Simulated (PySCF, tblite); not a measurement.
# B₃N₄H₆ radical, a small gas-phase stand-in for a defect centre (BN ring, N edge): EPR parameters

Wanted: the EPR parameters for `[NH]N1BNBNB1`. It is drawn as: nitrogen radical.

Programs: tblite 0.8.0 and PySCF 2.14.0. All values are calculated, for the isolated system unless a continuum is named. Atoms count from 0, parts from 1.

## 1. The system as given

13 atoms, charge 0, multiplicity 2; geometry: distance geometry start.

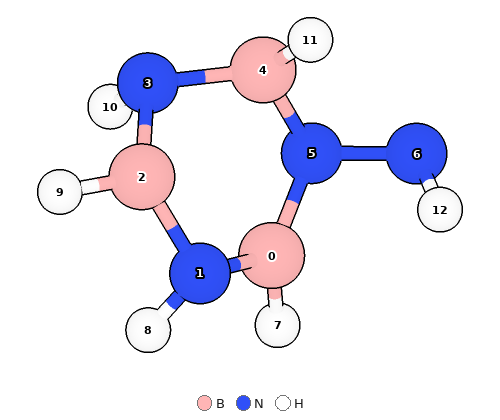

The starting geometry (boron pink, nitrogen blue, hydrogen white), atoms numbered.

## 2. Relaxing the cluster with GFN2-xTB

The job: settings as JSON, then the geometry in Å.

```
{"job": {"kind": "relax", "xc": "GFN2-xTB", "basis": "xTB"}, "charge": 0, "multiplicity": 2}
B      0.722631    -0.787191    -0.466669
N     -0.467492    -1.341338     0.313644
B     -1.513186    -0.273226     0.608152
N     -1.377035     1.092367    -0.060973
B      0.079017     1.486976     0.214358
N      1.122278     0.660161    -0.549820
N      2.393675     0.812688    -0.071579
H      1.181494    -1.523570    -1.291585
H     -0.889396    -2.092025    -0.275467
H     -2.629019    -0.683095     0.698050
H     -1.523609     0.891800    -1.077270
H      0.315508     1.776687     1.334820
H      2.598386     0.010237     0.586028
```

With the program's defaults for keys left out, this is: GFN2-xTB geometry optimisation, gas phase.

Command:

```bash
> OMP_NUM_THREADS=1 python cluster_run.py task.json out
```

This one command runs all jobs of the session in turn.

Output:

```text
step      E/eV     max force
  0    -500.68187    3.361
  1    -501.25287    2.489
  2    -501.88187    2.346
  3    -502.06137    1.187
  4    -502.25061    1.086
  5    -502.47090    1.377
  6    -502.66309    1.526
  7    -502.75337    0.926
  8    -502.83163    0.574
  9    -502.88579    0.662
 10    -502.93636    0.603
 11    -502.98672    0.753
 12    -503.05696    0.895
 13    -503.16463    1.377
 14    -503.32944    2.216
 15    -503.56085    1.851
 16    -503.69555    2.118
 17    -503.91464    1.570
 18    -504.03854    1.419
 19    -504.14372    1.074
 20    -504.25418    1.164
 21    -504.33324    0.999
 22    -504.39398    0.791
 23    -504.47613    0.862
 24    -504.54995    0.907
 25    -504.64993    0.891
 26    -504.70607    0.939
 27    -504.75024    0.979
 28    -504.78190    0.535
 29    -504.82604    0.465
 30    -504.86456    0.531
 31    -504.88711    0.462
 32    -504.90328    0.312
 33    -504.91581    0.290
 34    -504.92583    0.267
 35    -504.93362    0.214
 36    -504.93838    0.192
 37    -504.94124    0.146
 38    -504.94373    0.150
 39    -504.94703    0.136
 40    -504.95040    0.146
 41    -504.95288    0.124
 42    -504.95433    0.092
 43    -504.95535    0.085
 44    -504.95613    0.076
 45    -504.95671    0.079
 46    -504.95720    0.066
 47    -504.95764    0.060
 48    -504.95801    0.056
 49    -504.95831    0.042
 50    -504.95858    0.042
 51    -504.95881    0.036
 52    -504.95897    0.029
 53    -504.95906    0.020
 54    -504.95912    0.018
 55    -504.95919    0.020
 56    -504.95926    0.025
 57    -504.95932    0.024
 58    -504.95937    0.017
 59    -504.95940    0.016
 60    -504.95942    0.014
 61    -504.95945    0.013
 62    -504.95947    0.015
 63    -504.95950    0.016
 64    -504.95953    0.013
 65    -504.95956    0.017
 66    -504.95960    0.017
 67    -504.95964    0.015
 68    -504.95968    0.014
 69    -504.95971    0.014
 70    -504.95974    0.014
 71    -504.95977    0.016
 72    -504.95979    0.016
 73    -504.95981    0.011
 74    -504.95982    0.005
```

Wall time 1.6 s (1 thread of Arm Neoverse V1, shared host).

Relaxation path:

| step | energy from step 0 (eV) | largest force (eV/Å) |
| --- | --- | --- |
| 0 | 0.0000 | 3.3613 |
| 3 | -1.3795 | 1.1870 |
| 6 | -1.9812 | 1.5255 |
| 9 | -2.2039 | 0.6625 |
| 12 | -2.3751 | 0.8947 |
| 15 | -2.8790 | 1.8501 |
| 18 | -3.3567 | 1.4188 |
| 21 | -3.6514 | 0.9987 |
| 24 | -3.8681 | 0.9065 |
| 27 | -4.0684 | 0.9788 |
| 30 | -4.1827 | 0.5310 |
| 33 | -4.2339 | 0.2901 |
| 36 | -4.2565 | 0.1925 |
| 39 | -4.2652 | 0.1362 |
| 42 | -4.2725 | 0.0923 |
| 45 | -4.2748 | 0.0787 |
| 48 | -4.2761 | 0.0561 |
| 51 | -4.2769 | 0.0351 |
| 54 | -4.2772 | 0.0178 |
| 57 | -4.2774 | 0.0239 |
| 60 | -4.2776 | 0.0135 |
| 63 | -4.2776 | 0.0162 |
| 66 | -4.2777 | 0.0175 |
| 69 | -4.2778 | 0.0136 |
| 72 | -4.2779 | 0.0163 |
| 74 | -4.2779 | 0.0046 |

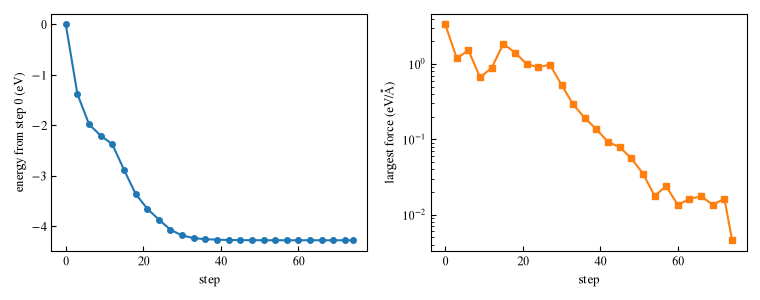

Energy and largest force along the relaxation.

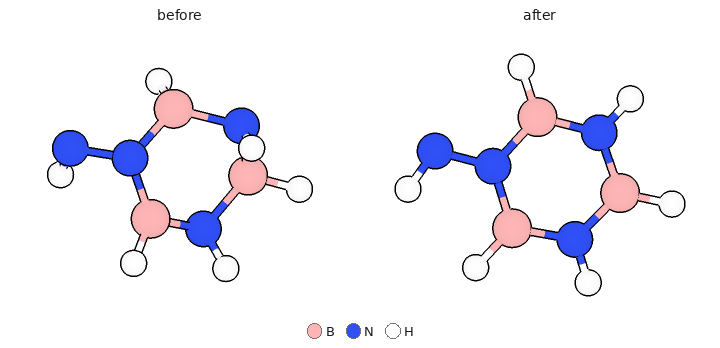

The geometry before (left) and after (right).

Distances of close pairs at the start and the end, largest changes first:

| bond | before (Å) | after (Å) | change (Å) |
| --- | --- | --- | --- |
| N3–B4 | 1.533 | 1.409 | -0.125 |
| B0–N1 | 1.527 | 1.408 | -0.119 |
| B2–N3 | 1.527 | 1.419 | -0.108 |
| N1–B2 | 1.524 | 1.420 | -0.103 |
| B4–N5 | 1.535 | 1.451 | -0.084 |
| B0–N5 | 1.504 | 1.444 | -0.060 |
| N5–N6 | 1.367 | 1.325 | -0.042 |
| N3–H10 | 1.046 | 1.009 | -0.038 |

## 3. Relaxing the molecule at PBE0-D3(BJ)/def2-SVP

The job: settings as JSON, then the geometry in Å.

```
{"job": {"xc": "PBE0", "basis": "def2-SVP", "d3": "d3bj", "grid": 2, "kind": "geom", "shake": 0.01}, "charge": 0, "multiplicity": 2}
B      0.767108    -1.030766    -0.194696
N     -0.623423    -1.356523    -0.182772
B     -1.685406    -0.417552     0.015187
N     -1.239758     0.937067     0.212202
B      0.061351     1.370905     0.203273
N      1.093061     0.385863    -0.001367
N      2.360867     0.805327     0.001077
H      1.606564    -1.798317    -0.375812
H     -0.863876    -2.315107    -0.301632
H     -2.793745    -0.744246     0.043049
H     -2.004084     1.619921     0.373140
H      0.370837     2.495075     0.381421
H      2.960712     0.030982    -0.165666
```

Output:

```text
step   0  E = -296.76067194  max force = 0.067273
step   1  E = -296.76935342  max force = 0.008361
step   2  E = -296.76936941  max force = 0.005441
step   3  E = -296.76955551  max force = 0.001865
step   4  E = -296.76957326  max force = 0.000596
step   5  E = -296.76957502  max force = 0.000252
optimisation converged
```

Wall time 88 s (1 thread of Arm Neoverse V1, shared host); peak memory 0.71 GiB.

Relaxation path:

| step | energy from step 0 (eV) | largest force component (eV/Å) |
| --- | --- | --- |
| 0 | 0.0000 | 3.4593 |
| 1 | -0.2362 | 0.4299 |
| 2 | -0.2367 | 0.2798 |
| 3 | -0.2417 | 0.0959 |
| 4 | -0.2422 | 0.0306 |
| 5 | -0.2423 | 0.0130 |

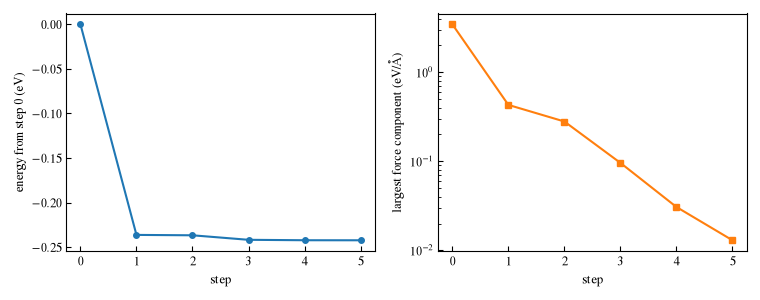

Energy and force, step by step.

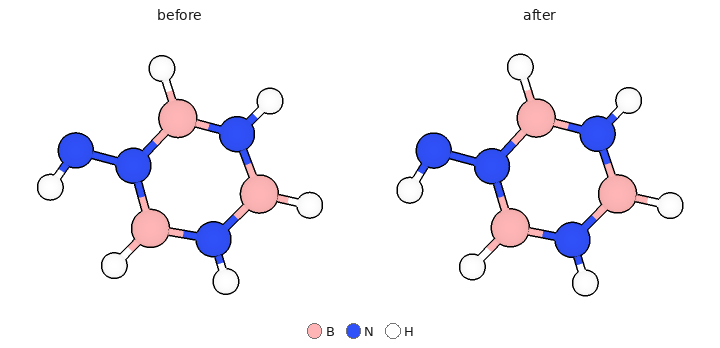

The geometry before (left) and after (right).

Distances of close pairs at the start and the end, largest changes first:

| bond | before (Å) | after (Å) | change (Å) |
| --- | --- | --- | --- |
| B0–H7 | 1.152 | 1.209 | +0.058 |
| B2–H9 | 1.156 | 1.207 | +0.052 |
| N3–B4 | 1.372 | 1.421 | +0.050 |
| N6–H12 | 0.994 | 1.031 | +0.037 |
| N3–H10 | 1.037 | 1.012 | -0.026 |
| B4–H11 | 1.180 | 1.203 | +0.023 |
| B0–N5 | 1.466 | 1.447 | -0.020 |
| N5–N6 | 1.335 | 1.352 | +0.017 |

The end geometry stands in the next job.

| at the end point | value |
| --- | --- |
| point group (found at 0.08 Å tolerance) | Cs |
| rotational constants (GHz, main isotopes) | 5.222, 2.631, 1.749 |
| dipole moment (D) | 2.63 |
| ⟨S²⟩ | 0.754 |

## 4. EPR parameters: B3LYP/IGLO-III+pcH-1

The job: settings as JSON, then the geometry in Å.

```
{"job": {"kind": "epr"}, "charge": 0, "multiplicity": 2}
B      0.740184    -1.004725    -0.266370
N     -0.631402    -1.362599    -0.242275
B     -1.676630    -0.413211    -0.023141
N     -1.286261     0.943992     0.175180
B      0.065419     1.383703     0.167092
N      1.092915     0.383095    -0.059136
N      2.374495     0.814183    -0.065098
H      1.619954    -1.813232    -0.452978
H     -0.878669    -2.332962    -0.386782
H     -2.836761    -0.747620    -0.006983
H     -2.007261     1.636101     0.333268
H      0.373759     2.533341     0.338240
H      2.943697    -0.027414    -0.238322
```

Method: UKS B3LYP, IGLO-III on B N, pcH-1 on H, non-relativistic, mean-field spin-orbit, GIAO.

Output:

```text
UKS, coarse grid
  cycle   1  E = -297.39873112  |g| = 3.83e-01
  cycle   2  E = -297.34590459  |g| = 5.29e-01
  cycle   3  E = -297.46283735  |g| = 6.42e-02
  cycle   4  E = -297.46443915  |g| = 3.27e-02
  cycle   5  E = -297.46494816  |g| = 8.89e-03
  cycle   6  E = -297.46499539  |g| = 3.87e-03
  cycle   7  E = -297.46500395  |g| = 1.15e-03
  cycle   8  E = -297.46500581  |g| = 8.49e-04
UKS, final grid
  cycle   1  E = -297.46499414  |g| = 1.45e-03
  cycle   2  E = -297.46499220  |g| = 2.65e-03
  cycle   3  E = -297.46499501  |g| = 9.63e-05
  cycle   4  E = -297.46499501  |g| = 3.18e-05
  cycle   5  E = -297.46499501  |g| = 2.41e-05
E = -297.46499501 Eh   <S^2> = 0.7541 (exact 0.7500)
g shifts (ppm)      1          2          3
  rmc          -209       -209       -209
  gc             -5         48         42
  oz_so          -7       1404       3505
  total        -221       1243       3338
hyperfine (MHz)  atom isotope    a_iso     a_fc   dipolar eigenvalues
    0   11B      -0.38      -0.38     -5.35     -1.18      6.53
    1   14N      -0.83      -0.83     -0.38      0.01      0.37
    2   11B       1.66       1.66     -2.27     -1.09      3.36
    3   14N      -0.91      -0.91     -0.24      0.10      0.14
    4   11B      -1.11      -1.11     -4.75     -0.73      5.47
    5   14N      -3.06      -3.06     -6.51     -5.04     11.55
    6   14N      28.77      28.77    -38.68    -37.15     75.83
    7    1H      -5.12      -5.12     -3.09     -2.65      5.74
    8    1H      -0.82      -0.82     -1.18     -1.01      2.19
    9    1H      -2.72      -2.72     -1.56     -0.63      2.19
   10    1H      -0.62      -0.62     -1.16     -0.88      2.04
   11    1H      -4.48      -4.48     -3.23     -2.61      5.84
   12    1H     -52.96     -52.96    -43.72     -8.11     51.84
```

Run time: 71 s. Hardware: 1 thread of Arm Neoverse V1, shared host; peak memory 0.97 GiB.

Principal g values 2.00210, 2.00356, 2.00566; g(iso) = 2.00377, against 2.00232 for a free electron.

Hyperfine couplings, nucleus by nucleus at this fixed geometry (no averaging over rotations):

| nuclei | isotope | a(iso) (MHz) | a(iso) (G, at g = 2.0023) | largest dipolar term (MHz) |
| --- | --- | --- | --- | --- |
| H12 | 1H | -53.0 | -18.9 | 51.8 |
| N6 | 14N | 28.8 | 10.3 | 75.8 |
| H7 | 1H | -5.1 | -1.8 | 5.7 |
| H11 | 1H | -4.5 | -1.6 | 5.8 |
| N5 | 14N | -3.1 | -1.1 | 11.5 |
| H9 | 1H | -2.7 | -1.0 | 2.2 |
| B2 | 11B | 1.7 | 0.6 | 3.4 |
| B4 | 11B | -1.1 | -0.4 | 5.5 |
| N3 | 14N | -0.9 | -0.3 | -0.2 |
| N1 | 14N | -0.8 | -0.3 | -0.4 |
| H8 | 1H | -0.8 | -0.3 | 2.2 |
| H10 | 1H | -0.6 | -0.2 | 2.0 |
| B0 | 11B | -0.4 | -0.1 | 6.5 |

Mulliken spin populations:

B0 0.06; N1 0.00; B2 0.04; N3 -0.01; B4 0.05; N5 0.08; N6 0.83; H7 0.00; H8 0.00; H9 0.00; H10 0.00; H11 0.00; H12 -0.03

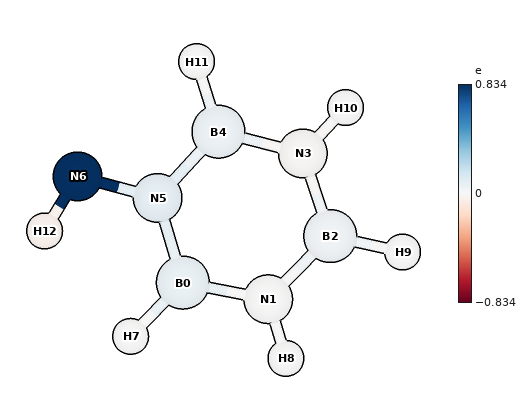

Mulliken spin populations, as colours on the atoms.

## 5. EPR parameters: BHandHLYP/IGLO-III+pcH-1

The job, as its differences from that of step 4:

```diff
@@ -1,2 +1,2 @@
-{"job": {"kind": "epr"}, "charge": 0, "multiplicity": 2}
+{"job": {"kind": "epr", "xc": "BHandHLYP"}, "charge": 0, "multiplicity": 2}
 B      0.740184    -1.004725    -0.266370
```

Level: UKS BHandHLYP, IGLO-III on B N, pcH-1 on H, non-relativistic, mean-field spin-orbit, GIAO.

Output:

```text
UKS, coarse grid
  cycle   1  E = -297.22869563  |g| = 3.28e-01
  cycle   2  E = -297.25673789  |g| = 2.76e-01
  cycle   3  E = -297.28643618  |g| = 5.67e-02
  cycle   4  E = -297.28849145  |g| = 1.94e-02
  cycle   5  E = -297.28878994  |g| = 8.79e-03
  cycle   6  E = -297.28889349  |g| = 4.32e-03
  cycle   7  E = -297.28891761  |g| = 1.73e-03
  cycle   8  E = -297.28892025  |g| = 6.66e-04
UKS, final grid
  cycle   1  E = -297.28891313  |g| = 5.69e-04
  cycle   2  E = -297.28891320  |g| = 6.28e-04
  cycle   3  E = -297.28891337  |g| = 1.13e-04
  cycle   4  E = -297.28891340  |g| = 8.37e-05
  cycle   5  E = -297.28891340  |g| = 8.86e-06
E = -297.28891340 Eh   <S^2> = 0.7567 (exact 0.7500)
g shifts (ppm)      1          2          3
  rmc          -218       -218       -218
  gc             -5         50         43
  oz_so          -3       1437       3675
  total        -226       1270       3500
hyperfine (MHz)  atom isotope    a_iso     a_fc   dipolar eigenvalues
    0   11B      -1.29      -1.29     -4.35     -0.10      4.45
    1   14N      -0.53      -0.53     -0.40      0.00      0.40
    2   11B       1.16       1.16     -1.56     -0.38      1.94
    3   14N      -0.72      -0.72     -0.27      0.11      0.17
    4   11B      -2.39      -2.39     -3.86      0.24      3.62
    5   14N      -2.01      -2.01     -6.27     -4.99     11.26
    6   14N      43.38      43.38    -41.15    -38.92     80.07
    7    1H      -4.14      -4.14     -3.17     -2.73      5.90
    8    1H      -0.97      -0.97     -1.10     -1.07      2.17
    9    1H      -1.82      -1.82     -1.21     -0.64      1.85
   10    1H      -0.78      -0.78     -1.09     -0.95      2.04
   11    1H      -3.61      -3.61     -3.33     -2.75      6.08
   12    1H     -65.78     -65.78    -47.62     -9.03     56.65
```

Wall time 72 s (1 thread of Arm Neoverse V1, shared host); peak memory 0.89 GiB.

In short: g(iso) 2.00383.

## 6. Run by run: EPR parameters

g, ⟨S²⟩ and isotropic hyperfine couplings (MHz), with basis size and wall time:

| run | g(iso) | ⟨S²⟩ | 1H H12 | 14N N6 | 1H H7 | 1H H11 | 14N N5 | functions | time |
| --- | --- | --- | --- | --- | --- | --- | --- | --- | --- |
| B3LYP/IGLO-III+pcH-1 | 2.00377 | 0.754 | -53.0 | 28.8 | -5.1 | -4.5 | -3.1 | 305 | 71 s |
| BHandHLYP/IGLO-III+pcH-1 | 2.00383 | 0.757 | -65.8 | 43.4 | -4.1 | -3.6 | -2.0 | 305 | 72 s |

## 7. What came out

| quantity | value |
| --- | --- |
| point group | Cs |
| rotational constants (main isotopes) | 5.22, 2.63, 1.75 GHz |
| g(iso) (B3LYP) | 2.00377 |
| ⟨S²⟩ | 0.754 (exact 0.75) |
| largest a(iso) | 1H on H12, -53.0 MHz |

What this shows: The start of the PBE0/def2-SVP relaxation was shaken at random by about 0.01 Å, so part of the energy gained, and of the first lengths quoted, undoes that. The optimisation took 5 steps and gained 0.242 eV; among the close pairs (by a distance rule), B0–H7 changed most, from 1.152 to 1.209 Å (PBE0/def2-SVP). No frequency check was run at this level, so the end point may be a saddle. N6 carries the largest spin population, 0.83 e. The isotropic g lies 1.5 ppt above the free-electron value. The coupling of 1H on H12 runs from -65.8 (BHandHLYP/IGLO-III+pcH-1) to -53.0 MHz (B3LYP/IGLO-III+pcH-1). A capped cluster stands for the solid here, so long-range fields and strain are missing, and bands or shifts of the capping hydrogens have no counterpart in it.
